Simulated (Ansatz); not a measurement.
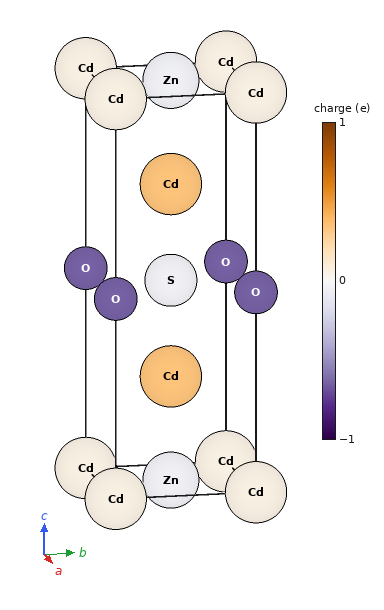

Shown here is a spheres-only view of the crystal, taken slightly off an axis. The parallelepiped is the simulation cell. The atoms of this ZnCd3SO cell are coloured by their Bader charge.

Theory: DFT PBE, scalar-relativistic, plane waves, PAW (Ansatz 0.2.0). Numerical settings: plane-wave cutoff 420 eV, 10×10×4 k-points, Gaussian smearing of 0.1 eV, no spin polarisation.

Question: Which atoms are positive and which negative?

Answer: Most positive: Cd; most negative: O. Charges: about Zn 0.0 e; Cd +0.1 to +0.3 e; S 0.0 e; O -0.6 e.

Its origin is a random cell made by a generator, so it need not be a real form of the compound. Earlier steps of the study, as a rule a relaxation of our own, may have changed the cell and positions, so they can lie some per cent off the listed ones. A calculation with Ansatz used it as input.
